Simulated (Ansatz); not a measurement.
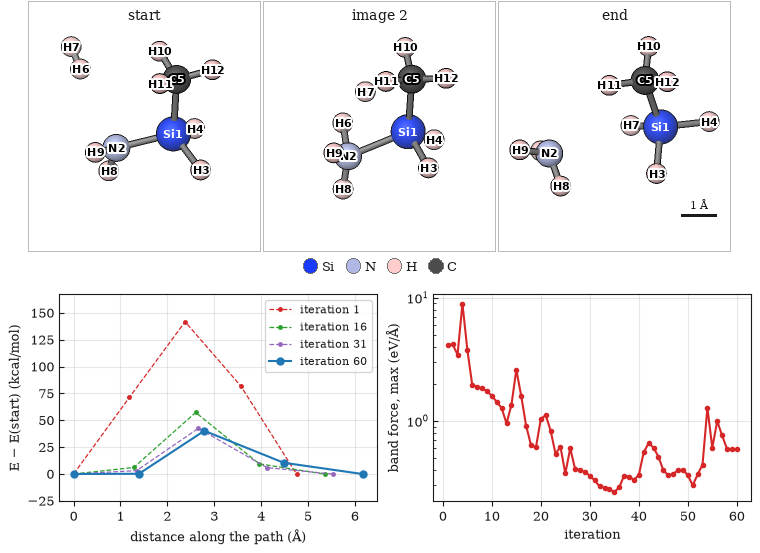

A nudged-elastic-band calculation for CH9NSi, made up of CH7NSi and H2. Images are numbered from 0 (start) to 4 (end). The plot follows the band through its iterations. The picture is a ball-and-stick view, seen at a tilt.

These are results of Ansatz 0.2.0, RKS PBE-D4/def2-SVPD, not measurements. Run with 3 movable images; climbing image.

Judge this run.

The result isn't final. The band hadn't converged when the run stopped after 60 iterations. The largest component of the band force went from 4.1 to 0.59 eV/Å. The barrier read from it is provisional, though the highest image hardly moved in the last two iterations. The largest force component is 0.72 eV/Å at the start and 0.49 eV/Å at the end; an end with forces this large is no minimum, and the barrier measured from it can be far off. The first iteration put the highest image at 141.8 kcal/mol. The barrier is about 40.2 kcal/mol in both directions, with image 2 at the top; the ends have nearly the same energy.

Limits of the set-up: the start holds two separate molecules, 2.7 Å apart at their closest, whose relative position is a soft coordinate.
